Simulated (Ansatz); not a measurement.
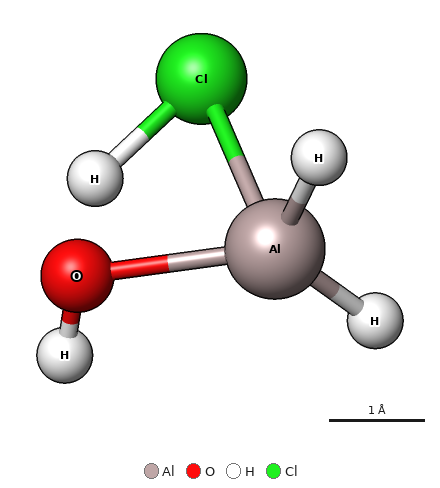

The starting structure (ball-and-stick view, seen at a tilt). Sticks mark near contacts. Bond lengths as drawn: Al–Cl 2.53 Å, Al–H 1.56 Å, Al–O 2.13 Å, Cl–H 1.61 Å and H–O 1.01 Å.

Geometry relaxation, with input and output: AlH₄ClO

The run: geometry relaxation of AlH₄ClO. Method and program: RKS r2SCAN-D4/6-31G* (Ansatz 0.2.0).

The input holds or restrains some coordinates. Forces given for the steps count only the free coordinates. It belongs to a series of runs on one base structure; here: pulled along the bonds that form and break, towards end B.

## Output
```
The last accepted step is kept in [file] (removed where the run ends without a failure and the disk answers)
Engine: ansatz 0.2.0, aarch64-unknown-linux-gnu
Functional definition: r2SCAN
  parameter k0 = 0.174
  parameter k1 = 0.065
  parameter a1 = 4.9479
  exchange = r2scan_x(k0 = k0, k1 = k1, a1 = a1)
  correlation = r2scan_c
754 factors; their error is unknown
mean field evaluation 1: about -21224.9513 eV, gradient 4.6e1 eV
mean field evaluation 2: about -21211.0579 eV, gradient 9.5e1 eV
mean field evaluation 4: about -21228.7820 eV, gradient 3.9e0 eV
mean field evaluation 8: about -21228.8278 eV, gradient 3.7e-2 eV
mean field evaluation 16: about -21228.8041 eV, gradient 1.9e-5 eV
mean field -21228.80409020 eV, -780.1441609147 hartree, gradient 1.9e-5 eV, S^2 0.000000; 0 other end points of the search recorded, 0 dependent functions left out
the calculation of the forces begins
reference -21228.80410262 eV, -780.1441613712 hartree; 21, 21 occupied and 40, 40 virtual orbitals, 754 factors
relax step   1: F+E_penalty+E_count = -21228.83025812 eV  Δ(F+E_penalty+E_count) = +0.000e0 eV  max|allowed force component| = 1.966e0 eV/Å  E_restraint = 27.01906255 eV  max|allowed force component, restraints' pulls added| = 2.975e1 eV/Å  Δτ_max = 0.0000 Å  (26 SCF iters, accepted)
  distance Al 0 - Cl 5 = 2.5301 Å
  distance H 6 - O 1 = 1.2784 Å
  distance Al 0 - O 1 = 2.1300 Å
  distance H 6 - Cl 5 = 1.6125 Å
these checks for a lower state are left out or cut short: starts, cluster_reference, orbital_swaps, neighbouring_geometries, increment
754 factors; their error is unknown
mean field -21228.91650649 eV, -780.1482921371 hartree, gradient 1.7e-5 eV, S^2 0.000000; 0 other end points of the search recorded, 0 dependent functions left out
the calculation of the forces begins
reference -21228.91651884 eV, -780.1482925908 hartree; 21, 21 occupied and 40, 40 virtual orbitals, 754 factors
relax step   2: F+E_penalty+E_count = -21228.94215992 eV  Δ(F+E_penalty+E_count) = -1.119e-1 eV  max|allowed force component| = 2.571e0 eV/Å  E_restraint = 11.84252880 eV  max|allowed force component, restraints' pulls added| = 1.870e1 eV/Å  Δτ_max = 0.1949 Å  (33 SCF iters, accepted)
  distance Al 0 - Cl 5 = 2.4610 Å
  distance H 6 - O 1 = 1.1276 Å
  distance Al 0 - O 1 = 2.4014 Å
  distance H 6 - Cl 5 = 1.9475 Å
these checks for a lower state are left out or cut short: starts, cluster_reference, orbital_swaps, neighbouring_geometries, increment
754 factors; their error is unknown
mean field evaluation 32: about -21229.2050 eV, gradient 1.1e-5 eV
mean field -21229.20502095 eV, -780.1588948478 hartree, gradient 1.1e-5 eV, S^2 0.000000; 0 other end points of the search recorded, 0 dependent functions left out
the calculation of the forces begins
reference -21229.20503345 eV, -780.1588953071 hartree; 21, 21 occupied and 40, 40 virtual orbitals, 754 factors
relax step   3: F+E_penalty+E_count = -21229.23032225 eV  Δ(F+E_penalty+E_count) = -2.882e-1 eV  max|allowed force component| = 2.716e0 eV/Å  E_restraint = 3.25764806 eV  max|allowed force component, restraints' pulls added| = 8.482e0 eV/Å  Δτ_max = 0.1948 Å  (33 SCF iters, accepted)
  distance Al 0 - Cl 5 = 2.3570 Å
  distance H 6 - O 1 = 0.9882 Å
  distance Al 0 - O 1 = 2.6521 Å
  distance H 6 - Cl 5 = 2.2650 Å
these checks for a lower state are left out or cut short: starts, cluster_reference, orbital_swaps, neighbouring_geometries, increment
754 factors; their error is unknown
mean field -21229.44515728 eV, -780.1677196953 hartree, gradient 2.0e-5 eV, S^2 0.000000; 0 other end points of the search recorded, 0 dependent functions left out
the calculation of the forces begins
reference -21229.44516974 eV, -780.1677201532 hartree; 21, 21 occupied and 40, 40 virtual orbitals, 754 factors
relax step   4: F+E_penalty+E_count = -21229.47008391 eV  Δ(F+E_penalty+E_count) = -2.398e-1 eV  max|allowed force component| = 1.596e0 eV/Å  E_restraint = 0.19397213 eV  max|allowed force component, restraints' pulls added| = 2.537e0 eV/Å  Δτ_max = 0.1945 Å  (27 SCF iters, accepted)
  distance Al 0 - Cl 5 = 2.2257 Å
  distance H 6 - O 1 = 0.9623 Å
  distance Al 0 - O 1 = 2.8928 Å
  distance H 6 - Cl 5 = 2.5150 Å
these checks for a lower state are left out or cut short: starts, cluster_reference, orbital_swaps, neighbouring_geometries, increment
754 factors; their error is unknown
mean field -21229.53956411 eV, -780.1711890823 hartree, gradient 9.4e-6 eV, S^2 0.000000; 0 other end points of the search recorded, 0 dependent functions left out
the calculation of the forces begins
reference -21229.53957649 eV, -780.1711895371 hartree; 21, 21 occupied and 40, 40 virtual orbitals, 754 factors
relax step   5: F+E_penalty+E_count = -21229.56448074 eV  Δ(F+E_penalty+E_count) = -9.440e-2 eV  max|allowed force component| = 1.245e0 eV/Å  E_restraint = 0.05902025 eV  max|allowed force component, restraints' pulls added| = 1.311e0 eV/Å  Δτ_max = 0.2000 Å  (32 SCF iters, accepted)
  distance Al 0 - Cl 5 = 2.2238 Å
  distance H 6 - O 1 = 0.9933 Å
  distance Al 0 - O 1 = 2.9232 Å
  distance H 6 - Cl 5 = 2.5502 Å
these checks for a lower state are left out or cut short: starts, cluster_reference, orbital_swaps, neighbouring_geometries, increment
754 factors; their error is unknown
mean field -21229.45137234 eV, -780.1679480945 hartree, gradient 8.5e-6 eV, S^2 0.000000; 0 other end points of the search recorded, 0 dependent functions left out
the calculation of the forces begins
reference -21229.45138468 eV, -780.1679485481 hartree; 21, 21 occupied and 40, 40 virtual orbitals, 754 factors
relax step   6: F+E_penalty+E_count = -21229.47606208 eV  Δ(F+E_penalty+E_count) = +8.842e-2 eV  max|allowed force component| = 2.307e0 eV/Å  E_restraint = 0.01692810 eV  max|allowed force component, restraints' pulls added| = 2.708e0 eV/Å  Δτ_max = 0.1952 Å  (33 SCF iters, rejected (line search))
  distance Al 0 - Cl 5 = 2.2064 Å
  distance H 6 - O 1 = 1.0259 Å
  distance Al 0 - O 1 = 2.9682 Å
  distance H 6 - Cl 5 = 2.5834 Å
these checks for a lower state are left out or cut short: starts, cluster_reference, orbital_swaps, neighbouring_geometries, increment
754 factors; their error is unknown
mean field -21229.56450602 eV, -780.1721056805 hartree, gradient 1.4e-5 eV, S^2 0.000000; 0 other end points of the search recorded, 0 dependent functions left out
the calculation of the forces begins
reference -21229.56451835 eV, -780.1721061335 hartree; 21, 21 occupied and 40, 40 virtual orbitals, 754 factors
relax step   7: F+E_penalty+E_count = -21229.58935901 eV  Δ(F+E_penalty+E_count) = -2.488e-2 eV  max|allowed force component| = 1.007e0 eV/Å  E_restraint = 0.02407090 eV  max|allowed force component, restraints' pulls added| = 8.212e-2 eV/Å  Δτ_max = 0.0974 Å  (27 SCF iters, accepted)
  distance Al 0 - Cl 5 = 2.2048 Å
  distance H 6 - O 1 = 0.9887 Å
  distance Al 0 - O 1 = 2.9574 Å
  distance H 6 - Cl 5 = 2.5725 Å
754 factors; their error is unknown
mean field evaluation 64: about -21229.5645 eV, gradient 1.4e-5 eV
```

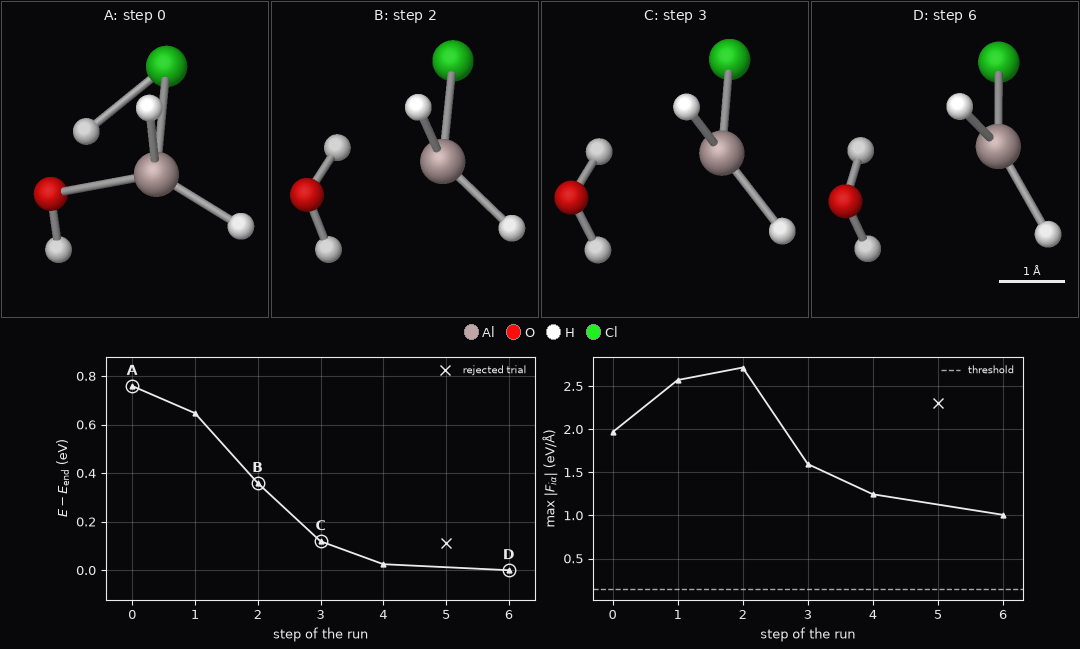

Frames of the restrained relaxation (ball-and-stick view, seen at a tilt) above the curves, on which the letters mark them (the first geometry is step 0 here and step 1 in the log).

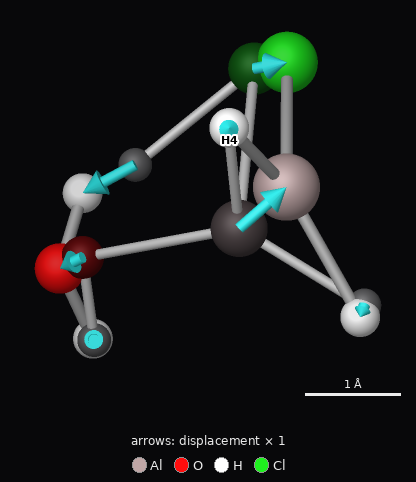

Start (faint) and end (solid) with the displacements as teal arrows, at true length (ball-and-stick view, seen at a tilt). The two geometries are laid on each other by the best rigid fit. After 6 geometry steps the energy has fallen by 0.759 eV. Largest force component: 2 eV/Å at the start, 1 eV/Å at the end. The line search rejected the trial step at point 5 (counted from 0) and went back. The largest move after the best rigid fit is that of Al1, 0.66 Å. Largest moves by element: Al 0.66 Å, H 0.64 Å, Cl 0.38 Å, O 0.32 Å. Among the contacts that change: Cl6–H7 1.613 → 2.573 Å, Al1–O2 2.130 → 2.957 Å, Al1–Cl6 2.530 → 2.205 Å, O2–H7 1.278 → 0.989 Å. New bonds form: O2–H7 (1.28 → 0.99 Å). Bonds break: Al1–O2 (2.13 → 2.96 Å). Among the angles that change: H4–Al1–Cl6 96.8° → 116.1°, H5–Al1–Cl6 101.3° → 115.1°, H4–Al1–H5 120.0° → 128.3°. (Atoms are counted from 1 in the order of the input.)

```
mean field -21229.56450602 eV, -780.1721056805 hartree, gradient 1.4e-5 eV, S^2 0.000000; 1 other end points of the search recorded, 0 dependent functions left out
the calculation of the forces begins
reference -21229.56451835 eV, -780.1721061335 hartree; 21, 21 occupied and 40, 40 virtual orbitals, 754 factors
Total energy: -21229.58937134 eV, -780.1730194641 hartree
Atom 0 at     0.056303     0.461839    -0.472479 Å, force     0.034040     0.569783     1.006858 eV/Å
Atom 1 at    -0.043723    -0.066646     2.435575 Å, force     0.038549     0.763971    -0.617537 eV/Å
Atom 2 at    -0.998013    -0.156109     2.594636 Å, force     0.060242    -0.007896     0.009444 eV/Å
Atom 3 at     1.468758    -0.105056    -0.911637 Å, force    -0.082118     0.027846     0.004508 eV/Å
Atom 4 at    -1.377870    -0.138550    -0.771931 Å, force     0.033064     0.011399    -0.019938 eV/Å
Atom 5 at     0.057664     2.473603     0.429727 Å, force    -0.005788    -0.650656    -0.426947 eV/Å
Atom 6 at     0.100481     0.910820     2.472709 Å, force    -0.077989    -0.714448     0.043611 eV/Å
Dipole moment:    -0.288879    -0.195013     0.077101 e Å
```

## Trajectory as extended XYZ (Å, eV, eV/Å), 7 frames, from step=1 to step=7
```
7
Properties=species:S:1:pos:R:3:forces:R:3 step=1 energy=-21228.83026
Al    0.0000    0.0000    0.0000    0.2538   1.9660   1.6294
O     0.0000    0.0000    2.1300   -1.1740   0.4008  -1.6215
H    -0.9095   -0.2814    2.4671    1.3922   0.7093  -0.4286
H     1.3510    0.0000   -0.7800    0.4080  -0.5569   0.1754
H    -1.3510    0.0000   -0.7800   -0.5082  -0.4790   0.2178
Cl    0.1134    2.3983    0.7978   -0.0316  -0.4668  -0.1508
H     0.0597    1.2630    1.9417   -0.3403  -1.5735   0.1783
7
Properties=species:S:1:pos:R:3:forces:R:3 step=2 energy=-21228.94216
Al    0.0062    0.1016   -0.1202    0.2706   2.5483   1.8520
O     0.0068    0.0108    2.2795   -0.0416   1.7600  -2.2380
H    -0.9147   -0.2792    2.4728    0.4189   0.7156   0.1000
H     1.3650   -0.0058   -0.7855    0.9330  -0.6622  -0.1748
H    -1.3644   -0.0048   -0.7840   -0.8984  -0.5619   0.0099
Cl    0.1152    2.4390    0.6422   -0.1351  -1.2289  -0.2433
H     0.0494    1.1183    2.0719   -0.5474  -2.5708   0.6941
7
Properties=species:S:1:pos:R:3:forces:R:3 step=3 energy=-21229.23032
Al    0.0126    0.2190   -0.2391    0.1792   2.7158   1.5948
O     0.0146    0.0177    2.4053   -0.0558  -0.3867  -1.4722
H    -0.9176   -0.2692    2.4789    0.2405   0.5407   0.2152
H     1.3849   -0.0172   -0.7918    1.1685  -0.7508  -0.3237
H    -1.3816   -0.0146   -0.7859   -0.9980  -0.6066  -0.0611
Cl    0.1148    2.4568    0.4937   -0.1845  -1.3561  -0.3414
H     0.0360    0.9873    2.2155   -0.3498  -0.1564   0.3885
7
Properties=species:S:1:pos:R:3:forces:R:3 step=4 energy=-21229.47008
Al    0.0219    0.3686   -0.3630    0.1125   1.5961   0.8911
O     0.0122   -0.0213    2.5034   -0.0021  -0.7694  -0.9937
H    -0.9270   -0.2673    2.4982   -0.0096   0.1944   0.2167
H     1.4303   -0.0548   -0.8049    0.4984  -0.5090  -0.1494
H    -1.4167   -0.0434   -0.7835   -0.3395  -0.3566   0.0635
Cl    0.1090    2.4686    0.3694   -0.1532  -0.8379  -0.1966
H     0.0339    0.9295    2.3570   -0.1065   0.6824   0.1684
7
Properties=species:S:1:pos:R:3:forces:R:3 step=5 energy=-21229.56448
Al    0.0771    0.4579   -0.4730   -0.2670   0.8343   1.2453
O    -0.0389   -0.0250    2.4077   -0.5222   0.8262  -0.3047
H    -0.9894   -0.1838    2.5963    0.5208   0.0001  -0.1177
H     1.4226   -0.1286   -0.9906    0.3486  -0.0411  -0.0592
H    -1.3380   -0.1650   -0.7772   -0.1240   0.0350   0.0074
Cl    0.0899    2.4673    0.4796    0.0068  -0.7502  -0.6030
H     0.0404    0.9570    2.5339    0.0370  -0.9043  -0.1683
7
Properties=species:S:1:pos:R:3:forces:R:3 step=6 energy=-21229.47606 accepted=F
Al    0.0686    0.4710   -0.3981   -0.0579   0.6355   0.5618
O    -0.0288   -0.1146    2.5101   -0.2799   2.3075  -1.2356
H    -1.0002   -0.2014    2.5827    0.2607  -0.1601   0.0769
H     1.4460   -0.0946   -0.9086    0.0772  -0.0345   0.0753
H    -1.3657   -0.1186   -0.7187    0.0018   0.0063   0.1099
Cl    0.0891    2.5430    0.3600   -0.0272  -0.8724  -0.1961
H     0.0546    0.8952    2.3493    0.0252  -1.8823   0.6079
7
Properties=species:S:1:pos:R:3:forces:R:3 step=7 energy=-21229.58936
Al    0.0563    0.4618   -0.4725    0.0340   0.5698   1.0069
O    -0.0437   -0.0666    2.4356    0.0385   0.7640  -0.6175
H    -0.9980   -0.1561    2.5946    0.0602  -0.0079   0.0094
H     1.4688   -0.1051   -0.9116   -0.0821   0.0278   0.0045
H    -1.3779   -0.1386   -0.7719    0.0331   0.0114  -0.0199
Cl    0.0577    2.4736    0.4297   -0.0058  -0.6507  -0.4269
H     0.1005    0.9108    2.4727   -0.0780  -0.7144   0.0436
```

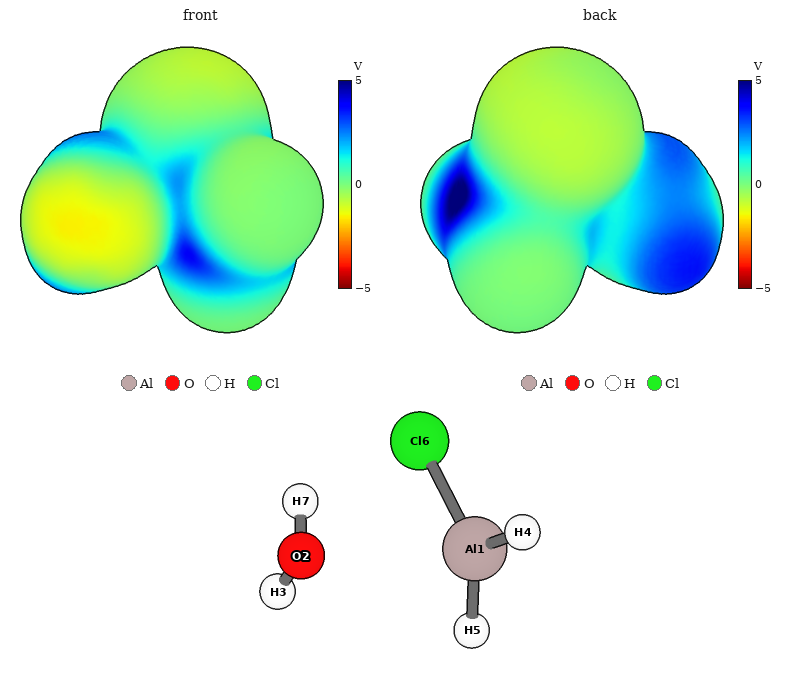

The molecular electrostatic potential painted on the density surface at 0.004 e/bohr³, seen face on and from behind; red is negative and blue positive. The bare structure is drawn below in the same view.

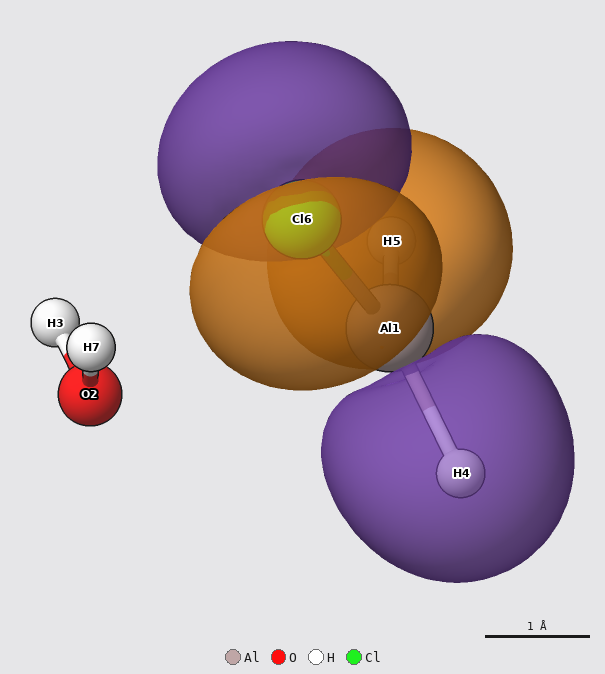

One frontier orbital at ±0.08 Å⁻³ᐟ² (orange and purple are the two phases), seen from the side. The HOMO, at −7.47 eV. By Hirshfeld shares it lies mainly on Cl6 (50 %), Al1 (15 %), H4 (15 %) and H5 (15 %).

The run was set up as follows.

## Input file
```yaml
crystal:
  periodic: [false, false, false]
  atoms:
    - { symbol: Al, position_ang: [0.0, 0.0, 0.0] }
    - { symbol: O, position_ang: [0.0, 0.0, 2.13] }
    - { symbol: H, position_ang: [-0.9095, -0.2814, 2.4671] }
    - { symbol: H, position_ang: [1.351, 0.0, -0.78] }
    - { symbol: H, position_ang: [-1.351, 0.0, -0.78] }
    - { symbol: Cl, position_ang: [0.1134, 2.3983, 0.7978] }
    - { symbol: H, position_ang: [0.0597, 1.263, 1.9417] }
basis:
  gaussian: { orbitals: "6-31G*" }
hamiltonian:
  xc: r2scan
  dispersion: d4
relax:
  f_tol: 0.15
  max_steps: 25
  restrain:
    - { distance: [0, 5], at: 2.23, k: 30.0 }
    - { distance: [6, 1], at: 1.01, k: 30.0 }
    - { distance: [0, 1], at: 2.98, k: 30.0 }
    - { distance: [6, 5], at: 2.57, k: 30.0 }
output:
  orbitals: {}
```

Launched with:
```bash
ansatz run input.yaml --threads 1 --pin off --max-ram 2048MiB --backend cpu --events-out ev --progress --plain --runs-dir out
```

## Summary

```csv
quantity,value
outcome,converged under the restraints of the input
total energy,−21229.5894 eV
mean-field energy,−21229.5645 eV
"largest force (length of the vector) at the end, held atoms and coordinates included",1.157 eV/Å
hardware,"1 thread of Arm Neoverse V1, 24 GiB of memory available, shared host"
wall time,28 s
peak memory,0.14 GiB
```
